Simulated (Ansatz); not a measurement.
Run report: Si$_{2}$H$_{6}$O, geometry relaxation (part 1 of 2)

The run: geometry relaxation of Si$_{2}$H$_{6}$O. Method and program: RKS PBE0-D4/def2-TZVP (Ansatz 0.2.0).

Figures and captions count atoms from 1; the log counts them from 0 in places.

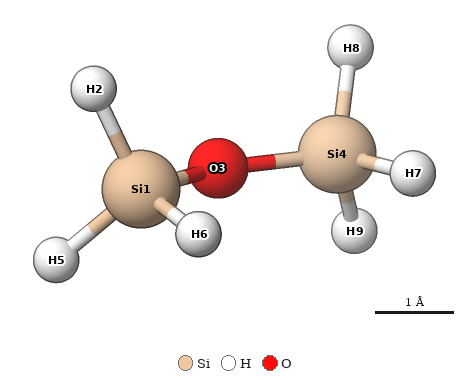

**Figure 1.** The structure as given in the input (ball-and-stick view, seen at a tilt; atoms are numbered from 1 in the order of the input).

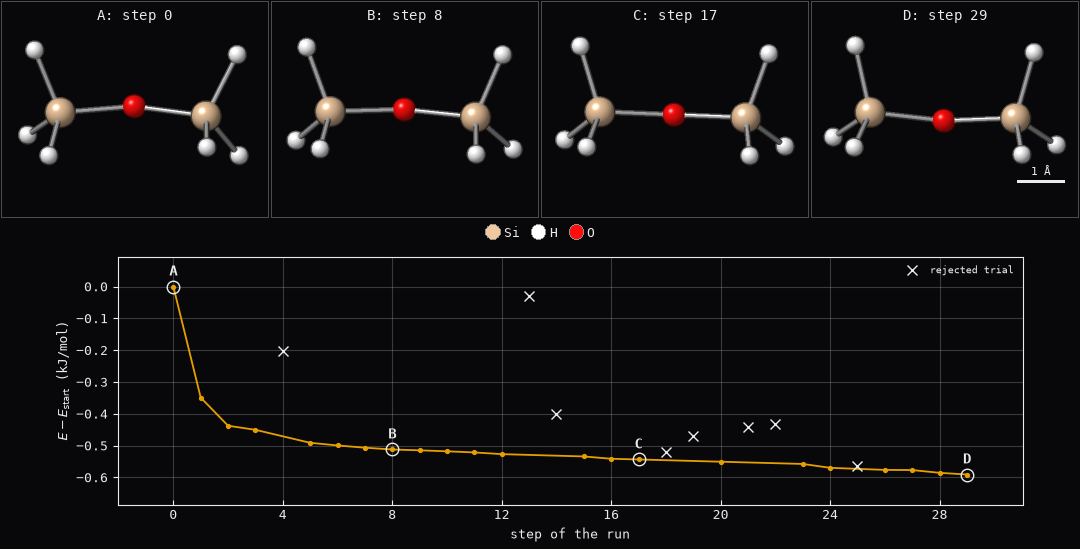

**Figure 2.** Frames of the relaxation (ball-and-stick view, seen at a tilt) above the curves, on which the letters mark them (the first geometry is step 0 here and step 1 in the log).

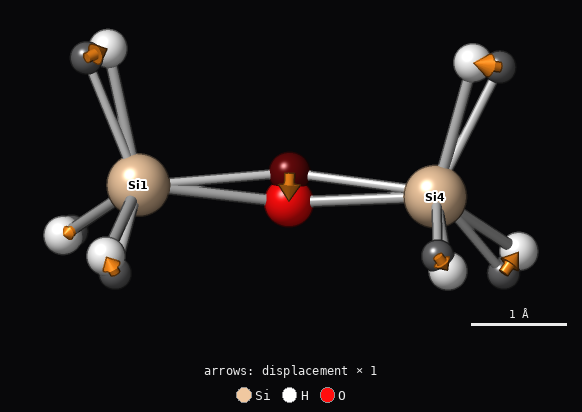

**Figure 3.** Start (faint) and end (solid) with the displacements as orange arrows, at true length (ball-and-stick view, seen at a tilt). The two geometries are laid on each other by the best rigid fit. The atom that moves furthest after the best rigid fit is H8 (0.33 Å). Largest moves by element: H 0.33 Å, O 0.31 Å, Si 0.05 Å. Among the contacts that change: Si1–H2 1.493 → 1.486 Å, Si1–O3 1.627 → 1.634 Å, O3–Si4 1.639 → 1.634 Å. After 29 geometry steps the energy has fallen by 0.59 kJ/mol. Largest force component: 0.36 eV/Å at the start, 0.00086 eV/Å at the end. The line search rejected the trial steps at points 4, 13, 14, 18, 19, 21, 22, 25 (counted from 0) and went back. (Atoms are counted from 1 in the order of the input.)

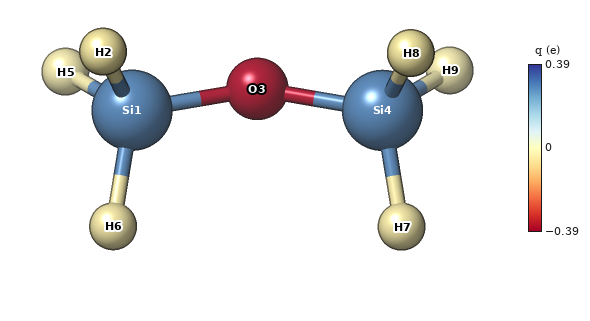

**Figure 4.** Mulliken charges, as the colour of each atom (ball-and-stick view, seen at a tilt; atoms are numbered from 1 in the order of the input). By element: Si +0.28, H −0.03 and O −0.37 e.

The input and output of the run follow.

## The input
```yaml
crystal:
  periodic: [false, false, false]
  atoms:
    - {symbol: Si, position_ang: [-1.046943, 0.891723, -0.801064]}
    - {symbol: H, position_ang: [-0.026658, 1.936684, -1.112110]}
    - {symbol: O, position_ang: [-0.308944, -0.546687, -0.619569]}
    - {symbol: Si, position_ang: [0.261409, -1.702389, 0.392867]}
    - {symbol: H, position_ang: [-1.996651, 0.816634, -1.936798]}
    - {symbol: H, position_ang: [-1.760128, 1.286854, 0.440699]}
    - {symbol: H, position_ang: [-0.081212, -1.367863, 1.798973]}
    - {symbol: H, position_ang: [1.732080, -1.808589, 0.239553]}
    - {symbol: H, position_ang: [-0.369679, -2.994916, 0.025139]}
basis:
  gaussian: {orbitals: def2-TZVP}
hamiltonian: {xc: pbe0, dispersion: d4}
relax: {f_tol: 0.005, max_steps: 200}
```

Launch command:
```bash
ansatz run in.yaml --threads 4 --pin off --events-out ev --progress --plain --max-ram 9574MiB
```

## Log
```
Functional definition: PBE0
  name "PBE0"
  cite "Adamo & Barone, J. Chem. Phys. 110, 6158 (1999) doi:10.1063/1.478522"
  cite "Perdew, Burke & Ernzerhof, Phys. Rev. Lett. 77, 3865 (1996) doi:10.1103/PhysRevLett.77.3865"
  parent pbe
  parameter a = 0.25
  parameter kappa = 0.804
  parameter beta = 0.06672455060314922
  exchange = (1 - a)*pbe_x(kappa = kappa, mu = beta*pi^2/3) + a*exact_x
  correlation = pbe_c(beta = beta)
951 factors; their error is unknown
mean field evaluation 1: about -17890.0772 eV, gradient 5.1e1 eV
mean field evaluation 2: about -17880.5778 eV, gradient 8.8e1 eV
mean field evaluation 4: about -17894.2104 eV, gradient 7.6e-1 eV
mean field evaluation 8: about -17894.2825 eV, gradient 1.2e-1 eV
mean field -17894.28252995 eV, -657.6027537953 hartree, gradient 5.4e-5 eV, S^2 0.000000; 0 other end points of the search recorded, 0 dependent functions left out
the calculation of the forces begins
reference -17894.28256438 eV, -657.6027550607 hartree; 21, 21 occupied and 120, 120 virtual orbitals, 951 factors
relax step   1: F+E_penalty+E_count = -17894.41757192 eV  Δ(F+E_penalty+E_count) = +0.000e0 eV  max|allowed force component| = 3.576e-1 eV/Å  Δτ_max = 0.0000 Å  (24 SCF iters, accepted)
these checks for a lower state are left out or cut short: starts, cluster_reference, orbital_swaps, neighbouring_geometries, increment
951 factors; their error is unknown
mean field evaluation 16: about -17894.2142 eV, gradient 8.7e-1 eV
mean field -17894.28611154 eV, -657.6028854165 hartree, gradient 1.1e-5 eV, S^2 0.000000; 0 other end points of the search recorded, 0 dependent functions left out
[... from here on the field's lines of each further geometry are left out, up to the last ...]
relax step   2: F+E_penalty+E_count = -17894.42118759 eV  Δ(F+E_penalty+E_count) = -3.616e-3 eV  max|allowed force component| = 1.806e-1 eV/Å  Δτ_max = 0.0166 Å  (27 SCF iters, accepted)
relax step   3: F+E_penalty+E_count = -17894.42210555 eV  Δ(F+E_penalty+E_count) = -9.180e-4 eV  max|allowed force component| = 6.437e-3 eV/Å  Δτ_max = 0.0233 Å  (27 SCF iters, accepted)
relax step   4: F+E_penalty+E_count = -17894.42223894 eV  Δ(F+E_penalty+E_count) = -1.334e-4 eV  max|allowed force component| = 1.457e-3 eV/Å  Δτ_max = 0.0157 Å  (27 SCF iters, accepted)
relax step   5: F+E_penalty+E_count = -17894.41968612 eV  Δ(F+E_penalty+E_count) = +2.553e-3 eV  max|allowed force component| = 1.650e-1 eV/Å  Δτ_max = 0.1587 Å  (26 SCF iters, rejected (line search))
relax step   6: F+E_penalty+E_count = -17894.42266170 eV  Δ(F+E_penalty+E_count) = -4.228e-4 eV  max|allowed force component| = 2.115e-2 eV/Å  Δτ_max = 0.0783 Å  (27 SCF iters, accepted)
relax step   7: F+E_penalty+E_count = -17894.42274751 eV  Δ(F+E_penalty+E_count) = -8.582e-5 eV  max|allowed force component| = 1.859e-2 eV/Å  Δτ_max = 0.0206 Å  (28 SCF iters, accepted)
relax step   8: F+E_penalty+E_count = -17894.42282196 eV  Δ(F+E_penalty+E_count) = -7.445e-5 eV  max|allowed force component| = 1.905e-2 eV/Å  Δτ_max = 0.0306 Å  (27 SCF iters, accepted)
relax step   9: F+E_penalty+E_count = -17894.42288028 eV  Δ(F+E_penalty+E_count) = -5.833e-5 eV  max|allowed force component| = 1.327e-2 eV/Å  Δτ_max = 0.0221 Å  (28 SCF iters, accepted)
relax step  10: F+E_penalty+E_count = -17894.42290723 eV  Δ(F+E_penalty+E_count) = -2.695e-5 eV  max|allowed force component| = 1.153e-2 eV/Å  Δτ_max = 0.0123 Å  (28 SCF iters, accepted)
relax step  11: F+E_penalty+E_count = -17894.42293853 eV  Δ(F+E_penalty+E_count) = -3.130e-5 eV  max|allowed force component| = 1.627e-2 eV/Å  Δτ_max = 0.0088 Å  (28 SCF iters, accepted)
relax step  12: F+E_penalty+E_count = -17894.42297640 eV  Δ(F+E_penalty+E_count) = -3.786e-5 eV  max|allowed force component| = 1.994e-2 eV/Å  Δτ_max = 0.0132 Å  (27 SCF iters, accepted)
relax step  13: F+E_penalty+E_count = -17894.42303093 eV  Δ(F+E_penalty+E_count) = -5.454e-5 eV  max|allowed force component| = 2.381e-2 eV/Å  Δτ_max = 0.0261 Å  (26 SCF iters, accepted)
relax step  14: F+E_penalty+E_count = -17894.41786885 eV  Δ(F+E_penalty+E_count) = +5.162e-3 eV  max|allowed force component| = 1.873e-1 eV/Å  Δτ_max = 0.1472 Å  (26 SCF iters, rejected (line search))
relax step  15: F+E_penalty+E_count = -17894.42173530 eV  Δ(F+E_penalty+E_count) = +1.296e-3 eV  max|allowed force component| = 2.159e-1 eV/Å  Δτ_max = 0.0190 Å  (28 SCF iters, rejected (line search))
relax step  16: F+E_penalty+E_count = -17894.42310719 eV  Δ(F+E_penalty+E_count) = -7.626e-5 eV  max|allowed force component| = 4.750e-3 eV/Å  Δτ_max = 0.0095 Å  (27 SCF iters, accepted)
relax step  17: F+E_penalty+E_count = -17894.42318207 eV  Δ(F+E_penalty+E_count) = -7.488e-5 eV  max|allowed force component| = 2.215e-2 eV/Å  Δτ_max = 0.0231 Å  (27 SCF iters, accepted)
relax step  18: F+E_penalty+E_count = -17894.42320454 eV  Δ(F+E_penalty+E_count) = -2.247e-5 eV  max|allowed force component| = 3.512e-2 eV/Å  Δτ_max = 0.0413 Å  (27 SCF iters, accepted)
relax step  19: F+E_penalty+E_count = -17894.42295157 eV  Δ(F+E_penalty+E_count) = +2.530e-4 eV  max|allowed force component| = 4.596e-2 eV/Å  Δτ_max = 0.0819 Å  (27 SCF iters, rejected (line search))
relax step  20: F+E_penalty+E_count = -17894.42245146 eV  Δ(F+E_penalty+E_count) = +7.531e-4 eV  max|allowed force component| = 1.392e-1 eV/Å  Δτ_max = 0.0409 Å  (27 SCF iters, rejected (line search))
relax step  21: F+E_penalty+E_count = -17894.42327849 eV  Δ(F+E_penalty+E_count) = -7.395e-5 eV  max|allowed force component| = 1.519e-2 eV/Å  Δτ_max = 0.0068 Å  (27 SCF iters, accepted)
relax step  22: F+E_penalty+E_count = -17894.42213909 eV  Δ(F+E_penalty+E_count) = +1.139e-3 eV  max|allowed force component| = 1.209e-1 eV/Å  Δτ_max = 0.0976 Å  (27 SCF iters, rejected (line search))
relax step  23: F+E_penalty+E_count = -17894.42205778 eV  Δ(F+E_penalty+E_count) = +1.221e-3 eV  max|allowed force component| = 1.451e-1 eV/Å  Δτ_max = 0.0194 Å  (27 SCF iters, rejected (line search))
relax step  24: F+E_penalty+E_count = -17894.42335120 eV  Δ(F+E_penalty+E_count) = -7.271e-5 eV  max|allowed force component| = 2.725e-3 eV/Å  Δτ_max = 0.0097 Å  (27 SCF iters, accepted)
relax step  25: F+E_penalty+E_count = -17894.42347745 eV  Δ(F+E_penalty+E_count) = -1.263e-4 eV  max|allowed force component| = 1.415e-2 eV/Å  Δτ_max = 0.0417 Å  (27 SCF iters, accepted)
relax step  26: F+E_penalty+E_count = -17894.42340282 eV  Δ(F+E_penalty+E_count) = +7.463e-5 eV  max|allowed force component| = 3.735e-2 eV/Å  Δτ_max = 0.0744 Å  (27 SCF iters, rejected (line search))
relax step  27: F+E_penalty+E_count = -17894.42354491 eV  Δ(F+E_penalty+E_count) = -6.746e-5 eV  max|allowed force component| = 2.167e-2 eV/Å  Δτ_max = 0.0367 Å  (27 SCF iters, accepted)
relax step  28: F+E_penalty+E_count = -17894.42355010 eV  Δ(F+E_penalty+E_count) = -5.188e-6 eV  max|allowed force component| = 2.671e-2 eV/Å  Δτ_max = 0.0362 Å  (27 SCF iters, accepted)
relax step  29: F+E_penalty+E_count = -17894.42364043 eV  Δ(F+E_penalty+E_count) = -9.034e-5 eV  max|allowed force component| = 1.981e-2 eV/Å  Δτ_max = 0.0067 Å  (27 SCF iters, accepted)
the calculation of the forces begins
reference -17894.28849330 eV, -657.6029729443 hartree; 21, 21 occupied and 120, 120 virtual orbitals, 951 factors
relax step  30: F+E_penalty+E_count = -17894.42369472 eV  Δ(F+E_penalty+E_count) = -5.429e-5 eV  max|allowed force component| = 8.570e-4 eV/Å  Δτ_max = 0.0070 Å  (27 SCF iters, accepted)
951 factors; their error is unknown
mean field evaluation 224: about -17894.2169 eV, gradient 7.8e-1 eV
mean field -17894.28845913 eV, -657.6029716885 hartree, gradient 2.5e-5 eV, S^2 0.000000; 1 other end points of the search recorded, 0 dependent functions left out
the calculation of the forces begins
reference -17894.28849330 eV, -657.6029729443 hartree; 21, 21 occupied and 120, 120 virtual orbitals, 951 factors
Total energy: -17894.42372890 eV, -657.6079427609 hartree
Atom 0 at    -1.043435     0.898406    -0.798816 Å, force     0.000147    -0.000857     0.000396 eV/Å
Atom 1 at     0.131732     1.713624    -1.202816 Å, force     0.000251     0.000187    -0.000028 eV/Å
Atom 2 at    -0.593569    -0.652718    -0.551746 Å, force    -0.000215    -0.000007     0.000523 eV/Å
Atom 3 at     0.215040    -1.714279     0.390934 Å, force    -0.000480     0.000650    -0.000379 eV/Å
Atom 4 at    -2.059470     0.921911    -1.878282 Å, force     0.000083    -0.000193    -0.000607 eV/Å
Atom 5 at    -1.623086     1.468746     0.445904 Å, force    -0.000354     0.000767     0.000088 eV/Å
Atom 6 at    -0.190121    -1.549995     1.811989 Å, force     0.000363    -0.000390     0.000554 eV/Å
Atom 7 at     1.679522    -1.488252     0.276399 Å, force     0.000365     0.000091    -0.000161 eV/Å
Atom 8 at    -0.113338    -3.085991    -0.065875 Å, force    -0.000160    -0.000247    -0.000386 eV/Å
Dipole moment:     0.022043     0.030675     0.043970 e Å
```

## Trajectory as extended XYZ (Å, eV, eV/Å), 30 frames, from step=1 to step=30
```
9
Properties=species:S:1:pos:R:3:forces:R:3 step=1 energy=-17894.41757
Si   -1.0469    0.8917   -0.8011    0.1508   0.3576  -0.1282
H    -0.0267    1.9367   -1.1121   -0.0785  -0.0853   0.0387
O    -0.3089   -0.5467   -0.6196    0.1022  -0.2458   0.1546
Si    0.2614   -1.7024    0.3929   -0.1515   0.0514  -0.1858
H    -1.9967    0.8166   -1.9368   -0.0543  -0.0492   0.0206
H    -1.7601    1.2869    0.4407   -0.0411  -0.0496   0.0257
H    -0.0812   -1.3679    1.7990    0.0181   0.0154   0.0266
H     1.7321   -1.8086    0.2396    0.0274   0.0157   0.0190
H    -0.3697   -2.9949    0.0251    0.0268  -0.0102   0.0287
9
Properties=species:S:1:pos:R:3:forces:R:3 step=2 energy=-17894.42119
Si   -1.0360    0.9006   -0.8055   -0.0418   0.1345  -0.0320
H    -0.0175    1.9414   -1.1111   -0.0366  -0.0340   0.0064
O    -0.3079   -0.5451   -0.6225    0.0869  -0.1806   0.0931
Si    0.2540   -1.7040    0.3878   -0.0378   0.0847  -0.0912
H    -2.0059    0.8102   -1.9246    0.0128   0.0024  -0.0139
H    -1.7625    1.2764    0.4362    0.0142   0.0006   0.0210
H    -0.0791   -1.3635    1.7959   -0.0159  -0.0022   0.0088
H     1.7275   -1.8030    0.2452    0.0116  -0.0081  -0.0032
H    -0.3694   -3.0015    0.0263    0.0067   0.0027   0.0111
9
Properties=species:S:1:pos:R:3:forces:R:3 step=3 energy=-17894.42211
Si   -1.0366    0.9026   -0.8057    0.0018   0.0013   0.0008
H    -0.0188    1.9357   -1.1256   -0.0021  -0.0016  -0.0009
O    -0.3099   -0.5485   -0.6240    0.0021  -0.0064   0.0040
Si    0.2523   -1.7027    0.3856   -0.0020   0.0038  -0.0040
H    -2.0140    0.8109   -1.9179   -0.0013   0.0013  -0.0005
H    -1.7428    1.2829    0.4468    0.0024   0.0003   0.0003
H    -0.0994   -1.3700    1.7920   -0.0017  -0.0010  -0.0008
H     1.7284   -1.7935    0.2567   -0.0006   0.0016   0.0011
H    -0.3559   -3.0060    0.0197    0.0014   0.0006   0.0001
9
Properties=species:S:1:pos:R:3:forces:R:3 step=4 energy=-17894.42224
Si   -1.0357    0.9023   -0.8057   -0.0001   0.0008  -0.0007
H    -0.0148    1.9289   -1.1358    0.0003  -0.0006  -0.0011
O    -0.3162   -0.5527   -0.6260   -0.0008  -0.0005  -0.0004
Si    0.2505   -1.7031    0.3852    0.0004  -0.0011  -0.0002
H    -2.0220    0.8139   -1.9102   -0.0007   0.0005   0.0008
H    -1.7296    1.2894    0.4515    0.0011   0.0007   0.0008
H    -0.1129   -1.3757    1.7898   -0.0015  -0.0004   0.0002
H     1.7282   -1.7807    0.2657   -0.0001   0.0011   0.0010
H    -0.3441   -3.0109    0.0133    0.0014  -0.0004  -0.0004
9
Properties=species:S:1:pos:R:3:forces:R:3 step=5 energy=-17894.41969 accepted=F
Si   -1.0275    0.9010   -0.8059   -0.0080   0.0158   0.0193
H     0.0289    1.8585   -1.2412   -0.0794  -0.0613   0.0268
O    -0.3826   -0.5948   -0.6467   -0.0151   0.0472   0.0246
Si    0.2319   -1.7076    0.3818    0.0520  -0.0789   0.0205
H    -2.1051    0.8443   -1.8311    0.0711   0.0142   0.0665
H    -1.5980    1.3592    0.4978    0.0521  -0.0452  -0.1183
H    -0.2502   -1.4362    1.7691    0.0451  -0.0355  -0.0980
H     1.7250   -1.6513    0.3576   -0.1650  -0.0032   0.0060
H    -0.2192   -3.0618   -0.0537    0.0472   0.1469   0.0527
9
Properties=species:S:1:pos:R:3:forces:R:3 step=6 energy=-17894.42266
Si   -1.0316    0.9008   -0.8052   -0.0015  -0.0002  -0.0066
H     0.0073    1.8929   -1.1848   -0.0088  -0.0064   0.0029
O    -0.3501   -0.5749   -0.6382   -0.0044   0.0098   0.0100
Si    0.2415   -1.7049    0.3828    0.0053  -0.0138   0.0025
H    -2.0614    0.8306   -1.8715    0.0077   0.0032   0.0089
H    -1.6661    1.3219    0.4734    0.0098  -0.0072  -0.0126
H    -0.1789   -1.4038    1.7780    0.0041  -0.0031  -0.0084
H     1.7257   -1.7161    0.3100   -0.0211   0.0018   0.0000
H    -0.2831   -3.0349   -0.0168    0.0089   0.0159   0.0034
9
Properties=species:S:1:pos:R:3:forces:R:3 step=7 energy=-17894.42275
Si   -1.0305    0.9004   -0.8058    0.0011  -0.0059   0.0009
H     0.0113    1.8840   -1.1979   -0.0044  -0.0039  -0.0008
O    -0.3580   -0.5799   -0.6401   -0.0120   0.0186   0.0009
Si    0.2384   -1.7052    0.3828    0.0142  -0.0164   0.0056
H    -2.0712    0.8346   -1.8616    0.0072   0.0022   0.0093
H    -1.6475    1.3292    0.4786    0.0038  -0.0049  -0.0127
H    -0.1956   -1.4119    1.7756    0.0032  -0.0058  -0.0111
H     1.7230   -1.6996    0.3213   -0.0169   0.0014   0.0023
H    -0.2667   -3.0400   -0.0253    0.0038   0.0147   0.0056
9
Properties=species:S:1:pos:R:3:forces:R:3 step=8 energy=-17894.42282
Si   -1.0283    0.9003   -0.8058   -0.0033  -0.0079  -0.0026
H     0.0170    1.8708   -1.2201   -0.0010  -0.0021   0.0047
O    -0.3693   -0.5863   -0.6421   -0.0092   0.0190  -0.0019
Si    0.2356   -1.7059    0.3823    0.0025  -0.0167   0.0142
H    -2.0850    0.8410   -1.8456    0.0039  -0.0011   0.0069
H    -1.6222    1.3404    0.4855    0.0051   0.0003  -0.0111
H    -0.2205   -1.4279    1.7711    0.0081  -0.0003  -0.0099
H     1.7204   -1.6746    0.3387   -0.0142  -0.0016   0.0014
H    -0.2444   -3.0463   -0.0364    0.0081   0.0104  -0.0017
```
